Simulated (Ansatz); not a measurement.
# NH₄ (doublet): correlated methods under varied settings at distance N1–H4 along a hydrogen transfer = 1.050 Å

What do other methods and options give for NH₄ (doublet) at this geometry, and how long do they take?

Program: Ansatz 0.2.0, Gaussian basis. Level of theory: the settings change from run to run. These are calculated values, not measurements.

6 further runs of the same task are left out: 1 for a mislabelled method, 5 that didn't finish.

**1. The system**

The geometry derives from fragments relaxed apart (PBE0/def2-TZVP) and kept rigid, so it is no stationary point. A hydrogen atom is moved between rigid fragments.

5 atoms, charge 0, spin multiplicity 2.

Atoms are counted from 1 here; the program's logs count them from 0.

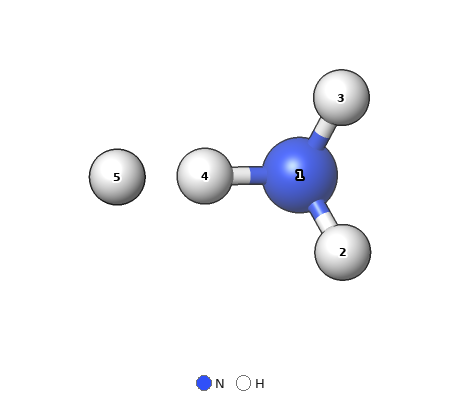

The geometry (nitrogen blue, hydrogen white); atoms are numbered from 1 in the order of the file.

**2. CCSD on ROHF/6-31G**

File in.yaml:

```yaml
crystal:
  periodic: [false, false, false]
  atoms:
    - {symbol: N, position_ang: [-0.138489, -0.031601, -0.049186]}
    - {symbol: H, position_ang: [-0.435768, 0.936233, -0.049186]}
    - {symbol: H, position_ang: [-0.435768, -0.433900, 0.831073]}
    - {symbol: H, position_ang: [0.911511, -0.031600, -0.049187]}
    - {symbol: H, position_ang: [1.884511, -0.031600, -0.049187]}
basis:
  gaussian: {orbitals: 6-31G}
magnetization: {spin_polarized: false, initial_magnetization: 1}
correlation: {method: ccsd, electrons: outside_noble_gas, diis_vectors: 12}
output: {forces: true}
```

Command:

```
ansatz run in.yaml --threads 1 --pin off --events-out ev --progress --plain --max-ram 2393MiB
```

The log of the run, cut to the lines that bear on the results:

```text
Functional definition: HF
  name "HF"
  cite "Fock, Z. Phys. 61, 126 (1930) doi:10.1007/BF01340294"
  parent pbe
[...]
260 factors; integrals over basis functions are off by at most 4.8e-4 eV
[...]
mean field -1540.61130391 eV, -56.6164211550 hartree, gradient 3.8e-6 eV, S^2 0.750000; 2 other end points of the search recorded, 0 dependent functions left out
[...]
determinant -1540.61130391 eV, -56.6164211550 hartree, with singles and doubles -1544.39890047 eV, -56.7556127612 hartree
determinant -1537.47245447 eV, -56.5010705654 hartree, with singles and doubles -1540.99228629 eV, -56.6304219992 hartree
1 core orbitals not correlated: weight in the atoms' cores, before any rotation towards them, 1.000 or more for the frozen orbitals, at most 0.000 for the correlated occupied ones
reference -1540.61130391 eV, -56.6164211550 hartree; 5, 4 occupied and 11, 12 virtual orbitals, 260 factors
second order -3.32323105 eV of doubles, -0.06888987 eV of singles
cycle   1  -3.78758240 eV  change    1.4e-5 eV  update   1.1e-3
[...]
cycle   8  -3.78777259 eV  change    2.1e-6 eV  update   1.1e-6
[...]
Total energy: -1544.39907650 eV, -56.7556192302 hartree
Atom 0 at    -0.138489    -0.031601    -0.049186 Å, force    -1.381444     0.057727     0.089853 eV/Å
Atom 1 at    -0.435768     0.936233    -0.049186 Å, force    -0.244005     0.652596    -0.288734 eV/Å
Atom 2 at    -0.435768    -0.433900     0.831073 Å, force    -0.244004    -0.533873     0.473528 eV/Å
Atom 3 at     0.911511    -0.031600    -0.049187 Å, force    -0.548544    -0.261315    -0.406739 eV/Å
Atom 4 at     1.884511    -0.031600    -0.049187 Å, force     2.417996     0.084865     0.132092 eV/Å
Dipole moment:     0.045773     0.233754     0.363841 e Å
```

Run time: 0.45 s. Hardware: 1 thread of Arm Neoverse V1, shared host.

From the report: correlation -3.7878 eV; T1 0.023; largest double amplitude 0.04.

**3. CASCI(3,8)/6-31G**

in.yaml, as its differences from that of step 2:

```diff
@@ -11,3 +11,3 @@
 magnetization: {spin_polarized: false, initial_magnetization: 1}
-correlation: {method: ccsd, electrons: outside_noble_gas, diis_vectors: 12}
+correlation: {active_space: {window: {electrons: 3, orbitals: 8}, fixed_orbitals: true, states: [{multiplicity: 2, weights: [0.5, 1, 1, 1]}]}}
 output: {forces: true}
```

Same command.

The log of the run, cut to the lines that bear on the results:

```text
Functional definition: HF
  name "HF"
  cite "Fock, Z. Phys. 61, 126 (1930) doi:10.1007/BF01340294"
  parent pbe
[...]
392 factors; integrals over basis functions are off by at most 1.1e-7 eV
[...]
mean field -1540.61131252 eV, -56.6164214713 hartree, gradient 3.8e-6 eV, S^2 0.750000; 1 other end points of the search recorded, 0 dependent functions left out
reference -1540.61131252 eV, -56.6164214713 hartree; 6, 5 occupied and 11, 12 virtual orbitals, 392 factors
state -1540.94562862 eV, -56.6287073615 hartree
state -1536.47042255 eV, -56.4642465717 hartree
state -1532.10050947 eV, -56.3036552282 hartree
state -1531.50214421 eV, -56.2816657104 hartree
[...]
Total energy: -1534.44168301 eV, -56.3896917689 hartree
Atom 0 at    -0.138489    -0.031601    -0.049186 Å, force    -1.947145     0.877398     1.365680 eV/Å
Atom 1 at    -0.435768     0.936233    -0.049186 Å, force    -1.214933     1.757997    -1.254660 eV/Å
Atom 2 at    -0.435768    -0.433900     0.831073 Å, force    -1.214931    -1.871880     1.077400 eV/Å
Atom 3 at     0.911511    -0.031600    -0.049187 Å, force     2.027204    -0.846506    -1.317597 eV/Å
Atom 4 at     1.884511    -0.031600    -0.049187 Å, force     2.349804     0.082992     0.129176 eV/Å
Dipole moment:    -0.127822     0.022402     0.034870 e Å
```

It took 0.21 s on 1 thread of Arm Neoverse V1, shared host.

From the report: 120 determinants; active occupations (of the averaged states) 1.34, 1.07, 0.57, 0.01, 0.01, 0.00, 0.00, 0.00.

**4. NEVPT4(SD)(5,4)/6-31G**

in.yaml, as its differences from that of step 3:

```diff
@@ -11,3 +11,2 @@
 magnetization: {spin_polarized: false, initial_magnetization: 1}
-correlation: {active_space: {window: {electrons: 3, orbitals: 8}, fixed_orbitals: true, states: [{multiplicity: 2, weights: [0.5, 1, 1, 1]}]}}
-output: {forces: true}
+correlation: {method: fic_nevpt4_sd, electrons: valence, active_space: {window: {electrons: 5, orbitals: 4}}}
```

Launched as before.

The log of the run, cut to the lines that bear on the results:

```text
Functional definition: HF
  name "HF"
  cite "Fock, Z. Phys. 61, 126 (1930) doi:10.1007/BF01340294"
  parent pbe
[...]
260 factors; integrals over basis functions are off by at most 4.8e-4 eV
[...]
mean field -1540.61130391 eV, -56.6164211550 hartree, gradient 3.8e-6 eV, S^2 0.750000; 1 other end points of the search recorded, 0 dependent functions left out
reference -1540.61130391 eV, -56.6164211550 hartree; 6, 5 occupied and 11, 12 virtual orbitals, 260 factors
state -1541.24560672 eV, -56.6397313533 hartree
state -1541.24560672 eV, -56.6397313533 hartree; corrected -1544.36417138 eV, -56.7543364906 hartree
state -1541.16606173 eV, -56.6368081287 hartree
state -1541.16606173 eV, -56.6368081287 hartree; corrected -1544.34322155 eV, -56.7535665985 hartree
state -1541.24560672 eV, -56.6397313533 hartree; corrected -1544.36417138 eV, -56.7543364906 hartree
[...]
Total energy: -1544.36417138 eV, -56.7543364906 hartree
```

It took 0.66 s on 1 thread of Arm Neoverse V1, shared host.

From the report: 24 determinants; active occupations 2.00, 1.98, 1.00, 0.02.

**5. The runs in one table**

Where basis and cores are those of an earlier FCI/6-31G run (-1544.4628 eV), and the state is the same kind, the miss against it is given.

```csv
level,correlated,functions,energy (eV),from FCI (meV),time
CCSD on ROHF/6-31G,outside noble gas,17,-1544.3991,63.7,0.45 s
"CASCI(3,8)/6-31G (mean of several states)",,17,-1534.4417,,0.21 s
"NEVPT4(SD)(5,4)/6-31G",valence,17,-1544.3642,,0.66 s
```

**6. What came out**

| quantity | value |
| --- | --- |
| runs | 3 |
| quickest | CASCI(3,8)/6-31G (mean of several states), 0.21 s |
| slowest | NEVPT4(SD)(5,4)/6-31G, 0.66 s |

Total energies in different bases, with other cores or another treatment of relativity can't be set against each other. NEVPT4(SD)(5,4)/6-31G took 3 times as long as CASCI(3,8)/6-31G (mean of several states); the jobs differ in more than the method.
